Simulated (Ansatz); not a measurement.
# GeSiH4O (SMILES [SiH3][O][GeH]): r2SCAN/def2-SVP

What is the electronic atomisation energy of GeSiH4O at r2SCAN/def2-SVP? 

Program for the calculation: Ansatz 0.2.0.

68 further runs of the same task are left out: 68 set aside as unsound or not needed.

### 1 Starting point

GeSiH4O has 7 atoms, charge 0, and is taken as a singlet. As SMILES, `[SiH3][O][GeH]`. The shape is that of a PBE0-D4/def2-TZVP optimisation. This is one conformer, not always the lowest.

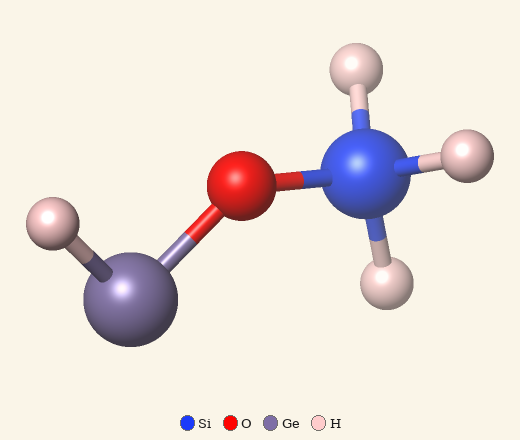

The structure, seen from a chosen angle (silicon blue, oxygen red, germanium purple, hydrogen pink).

### 2 The energy at r2SCAN/def2-SVP

The input, molecule.yaml:

```yaml
crystal:
  periodic: [false, false, false]
  atoms:
    - symbol: Si
      position_ang: [-0.741700, 0.650900, -0.296500]
    - symbol: O
      position_ang: [0.533500, -0.139300, 0.373700]
    - symbol: Ge
      position_ang: [1.261400, -1.756200, 0.134200]
    - symbol: H
      position_ang: [-1.409200, -0.197600, -1.323800]
    - symbol: H
      position_ang: [-0.260900, 1.901300, -0.937500]
    - symbol: H
      position_ang: [-1.722500, 0.988100, 0.766400]
    - symbol: H
      position_ang: [2.400800, -1.515100, 1.238000]
basis:
  gaussian: {orbitals: def2-SVP}
accuracy: high
output: {orbitals: {seedname: orbitals}}
hamiltonian: {xc: {name: r2SCAN}}
```

Started as:

```console
$ ansatz run molecule.yaml --threads 1 --pin off --max-ram 3480MiB --events-out events.jsonl --progress --plain --runs-dir runs
```

Output:

```text
Warning: RAYON_NUM_THREADS=1 ignored (pool sized by the plan → 1); use --threads N
Functional definition: r2SCAN
  name "r2SCAN"
  parameter k0 = 0.174
  parameter k1 = 0.065
  parameter a1 = 4.9479
  exchange = r2scan_x(k0 = k0, k1 = k1, a1 = a1)
  correlation = r2scan_c
1725 factors; integrals over basis functions are off by at most 5.4e-9 eV
mean field evaluation 1: about -66490.0685 eV, gradient 5.3e1 eV
mean field evaluation 2: about -66430.0372 eV, gradient 1.6e2 eV
mean field evaluation 4: about -66495.1645 eV, gradient 6.2e0 eV
mean field evaluation 8: about -66495.2850 eV, gradient 9.3e-2 eV
mean field evaluation 16: about -66495.2850 eV, gradient 7.2e-6 eV
mean field -66495.28497607 eV, -2443.6566507477 hartree, gradient 4.7e-8 eV, S^2 0.000000; 0 other end points of the search recorded, 0 dependent functions left out
reference -66495.28497682 eV, -2443.6566507750 hartree; 29, 29 occupied and 55, 55 virtual orbitals, 1725 factors
Total energy: -66495.28497682 eV, -2443.6566507750 hartree
```

Run time: 9.3 s. Hardware: 1 thread of AMD EPYC 7R43 (Zen 3), shared host; peak memory 0.25 GiB.

### 3 The Ge atom at the same level

The input, molecule.yaml:

```yaml
crystal:
  periodic: [false, false, false]
  atoms:
    - {symbol: Ge, position_ang: [0.000000, 0.000000, 0.000000]}
basis:
  gaussian:
    orbitals: def2-SVP
magnetization:
  spin_polarized: true
  initial_magnetization: 2
hamiltonian:
  xc: r2scan
accuracy: high
```

Started as:

```console
$ ansatz run molecule.yaml --threads 1 --pin off --max-ram 3480MiB --events-out events.jsonl --progress --plain --runs-dir runs
```

Output:

```text
Warning: RAYON_NUM_THREADS=1 ignored (pool sized by the plan → 1); use --threads N
[... 7 set-up lines as earlier in the session ...]
315 factors; integrals over basis functions are off by at most 3.9e-9 eV
mean field evaluation 1: about -56508.3629 eV, gradient 5.8e0 eV
mean field evaluation 2: about -56508.4289 eV, gradient 5.1e0 eV
mean field evaluation 4: about -56508.4704 eV, gradient 1.3e-1 eV
mean field evaluation 8: about -56508.4726 eV, gradient 8.3e-4 eV
mean field evaluation 16: about -56508.4726 eV, gradient 4.5e-8 eV
mean field evaluation 32: about -56508.4726 eV, gradient 4.3e-4 eV
mean field -56508.47258828 eV, -2076.6480648010 hartree, gradient 5.4e-8 eV, S^2 2.004476; 5 other end points of the search recorded, 0 dependent functions left out
reference -56508.47259063 eV, -2076.6480648872 hartree; 17, 15 occupied and 15, 17 virtual orbitals, 315 factors
Total energy: -56508.47259063 eV, -2076.6480648872 hartree
```

It took 6 s on 1 thread of AMD EPYC 7R43 (Zen 3), shared host; peak memory 0.15 GiB.

### 4 The H atom, same level

The input, molecule.yaml:

```yaml
crystal:
  periodic: [false, false, false]
  atoms:
    - {symbol: H, position_ang: [0.000000, 0.000000, 0.000000]}
basis:
  gaussian: {orbitals: def2-SVP}
magnetization: {spin_polarized: true, initial_magnetization: 1}
hamiltonian: {xc: r2scan}
accuracy: high
```

Started as:

```console
$ ansatz run molecule.yaml --threads 1 --pin off --max-ram 3480MiB --events-out events.jsonl --progress --plain --runs-dir runs
```

Output:

```text
Warning: RAYON_NUM_THREADS=1 ignored (pool sized by the plan → 1); use --threads N
[... 7 set-up lines as earlier in the session ...]
15 factors; integrals over basis functions are off by at most 8.9e-10 eV
mean field evaluation 1: about -13.5844 eV, gradient 1.2e-3 eV
mean field evaluation 2: about -13.5842 eV, gradient 3.4e-3 eV
mean field evaluation 4: about -13.5842 eV, gradient 2.8e-5 eV
mean field -13.58416968 eV, -0.4992090282 hartree, gradient 1.0e-8 eV, S^2 0.750000; 0 other end points of the search recorded, 0 dependent functions left out
reference -13.58417057 eV, -0.4992090606 hartree; 1, 0 occupied and 4, 5 virtual orbitals, 15 factors
Total energy: -13.58417057 eV, -0.4992090606 hartree
```

It took 0.3 s on 1 thread of AMD EPYC 7R43 (Zen 3), shared host.

### 5 The O atom

The input, job.yaml:

```yaml
basis:
  gaussian:
    orbitals: def2-SVP
crystal:
  periodic: [false, false, false]
  atoms:
    - symbol: O
      position_ang: [0.000000, 0.000000, 0.000000]
magnetization:
  spin_polarized: true
  initial_magnetization: 2
hamiltonian:
  xc: r2scan
accuracy: high
```

Run the same way, it converges to -74.96359 Eh (log not shown).

### 6 The Si atom

The input, molecule.yaml:

```yaml
crystal:
  periodic: [false, false, false]
  atoms:
    - {symbol: Si, position_ang: [0.000000, 0.000000, 0.000000]}
basis:
  gaussian: {orbitals: def2-SVP}
accuracy: high
hamiltonian: {xc: {name: r2SCAN}}
magnetization: {spin_polarized: true, initial_magnetization: 2}
```

Run the same way, it converges to -289.24480 Eh (log not shown).

### 7 Results

Level: r2SCAN/def2-SVP.

| quantity | value |
| --- | --- |
| molecule: total energy | -2443.65665 Eh |
| molecule: HOMO energy | -5.93 eV |
| molecule: LUMO energy | -3.19 eV |
| molecule: HOMO–LUMO gap | 2.74 eV |
| Ge atom: total energy | -2076.64806 Eh |
| Ge atom: ⟨S²⟩ | 2.004 |
| H atom: total energy | -0.49921 Eh |
| H atom: ⟨S²⟩ | 0.750 |
| O atom: total energy | -74.96359 Eh |
| O atom: ⟨S²⟩ | 2.003 |
| Si atom: total energy | -289.24480 Eh |
| Si atom: ⟨S²⟩ | 2.006 |
| electronic atomisation energy | 21.861 eV |

Taking the molecule apart into free atoms costs 21.86 eV (504 kcal/mol), before zero-point energy and without spin-orbit coupling.
